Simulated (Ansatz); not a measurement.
# Phonon calculation of AlH4O2 (charge +1)

- system: AlH4O2, charge +1, SMILES [OH][AlH][OH2+]
- method: RKS BHLYP/cc-pVDZ (Ansatz 0.2.0)

It belongs to a series of runs on one base structure; here: vibrations at the highest image of the band. Figures and captions count atoms from 1; the log counts them from 0 in places.

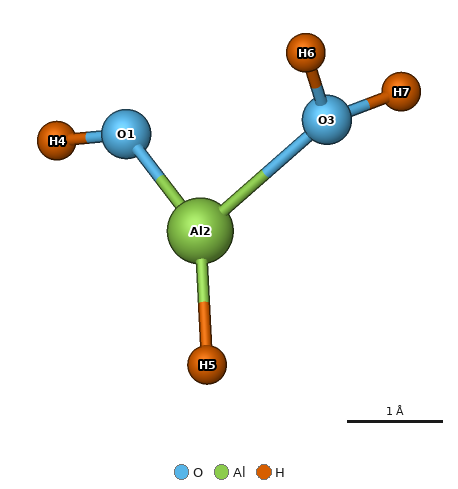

Fig. 1: The structure (ball-and-stick view, seen at a tilt; atoms are numbered from 1 in the order of the input). Sticks mark near contacts.

Input file:
```yaml
crystal:
  periodic: [false, false, false]
  atoms:
    - { symbol: O, position_ang: [-1.545944, -0.368142, -0.126279] }
    - { symbol: Al, position_ang: [-0.049231, -0.06589, -0.79496] }
    - { symbol: O, position_ang: [1.006205, 0.302532, 0.772978] }
    - { symbol: H, position_ang: [-2.411108, -0.604842, -0.452653] }
    - { symbol: H, position_ang: [0.799599, 0.007553, -2.078913] }
    - { symbol: H, position_ang: [1.269958, -0.390621, 1.394331] }
    - { symbol: H, position_ang: [0.930511, 1.119409, 1.285495] }
total_charge: 1
basis:
  gaussian: { orbitals: cc-pVDZ }
hamiltonian:
  xc: { name: BHLYP }
phonons: {}
```

Hardware: 1 thread of Intel Xeon (Sapphire Rapids), 10 GiB of memory available, shared host.

Launch command:
```bash
ansatz run input.yaml --threads 1 --pin off --max-ram 2048MiB --backend cpu --events-out ev --progress --plain --runs-dir out
```

What the program printed:
```
Engine: ansatz 0.2.0, x86_64-unknown-linux-gnu
Functional definition: BHLYP
  parameter a = 0.5
  exchange = (1 - a)*b88_x + a*exact_x
  correlation = lyp_c
693 factors; integrals over basis functions are off by at most 3.1e-4 eV
mean field evaluation 1: about -10734.8055 eV, gradient 9.1e1 eV
mean field evaluation 2: about -10717.2467 eV, gradient 1.3e2 eV
mean field evaluation 4: about -10749.0177 eV, gradient 7.4e0 eV
mean field evaluation 8: about -10749.1058 eV, gradient 1.6e-2 eV
mean field -10749.10582640 eV, -395.0223531144 hartree, gradient 1.8e-5 eV, S^2 0.000000; 0 other end points of the search recorded, 0 dependent functions left out
the calculation of the forces begins
reference -10749.10597685 eV, -395.0223586437 hartree; 16, 16 occupied and 50, 50 virtual orbitals, 693 factors
these checks for a lower state are left out or cut short: stability, starts, cluster_reference, orbital_swaps, neighbouring_geometries, increment
693 factors; integrals over basis functions are off by at most 3.1e-4 eV
mean field evaluation 16: about -10749.1055 eV, gradient 1.7e-1 eV
mean field -10749.10555318 eV, -395.0223430739 hartree, gradient 1.9e-6 eV, S^2 0.000000; 0 other end points of the search recorded, 0 dependent functions left out
[... from here on the field's lines of each further geometry are left out, up to the last ...]
the calculation of the forces begins
reference -10749.10586471 eV, -395.0223545226 hartree; 16, 16 occupied and 50, 50 virtual orbitals, 693 factors
these checks for a lower state are left out or cut short: stability, starts, cluster_reference, orbital_swaps, neighbouring_geometries, increment
693 factors; integrals over basis functions are off by at most 3.1e-4 eV
mean field -10749.10582987 eV, -395.0223532423 hartree, gradient 1.7e-6 eV, S^2 0.000000; 0 other end points of the search recorded, 0 dependent functions left out
the calculation of the forces begins
reference -10749.10598030 eV, -395.0223587704 hartree; 16, 16 occupied and 50, 50 virtual orbitals, 693 factors
WARN: phonons: modes at or below zero, which the zero-point energy, F, S and C_V leave out: 1, the lowest at -304.17 cm⁻¹. A minimum has none, and a first-order saddle one
Total energy: -10749.10597685 eV, -395.0223586437 hartree
Atom 0 at    -1.545944    -0.368142    -0.126279 Å, force    -0.014965     0.006093     0.032187 eV/Å
Atom 1 at    -0.049231    -0.065890    -0.794960 Å, force     0.014633    -0.027452    -0.021464 eV/Å
Atom 2 at     1.006205     0.302532     0.772978 Å, force     0.002591    -0.009599     0.039979 eV/Å
Atom 3 at    -2.411108    -0.604842    -0.452653 Å, force     0.001793     0.004232    -0.013627 eV/Å
Atom 4 at     0.799599     0.007553    -2.078913 Å, force     0.000544     0.016931     0.001323 eV/Å
Atom 5 at     1.269958    -0.390621     1.394331 Å, force     0.001117     0.007938    -0.015263 eV/Å
Atom 6 at     0.930511     1.119409     1.285495 Å, force    -0.005714     0.001858    -0.023134 eV/Å
Dipole moment:     0.439688     0.129522     0.268167 e Å
Vibrations: -304.17 208.54 419.04 424.31 438.82 494.29 537.65 608.24 703.05 959.11 1710.74 2116.21 3814.28 3880.12 4029.23 cm⁻¹, zero-point energy 1.261145 eV
```

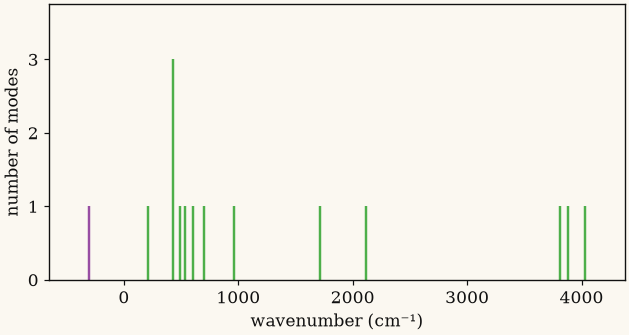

Fig. 2: Harmonic vibrational wavenumbers from the force constants; neighbouring modes closer than 20 cm⁻¹ are counted in one stick, and imaginary ones are drawn at negative wavenumbers. 15 modes from 304i to 4029 cm⁻¹, 1 imaginary beyond 8i (304i cm⁻¹): a first-order saddle point, if the geometry is stationary.

Summary:

```csv
quantity,value
outcome,converged
total energy,−10749.1060 eV
mean-field energy,−10749.1060 eV
largest force (length of the vector),0.041 eV/Å
wall time,40 s
peak memory,0.14 GiB
```
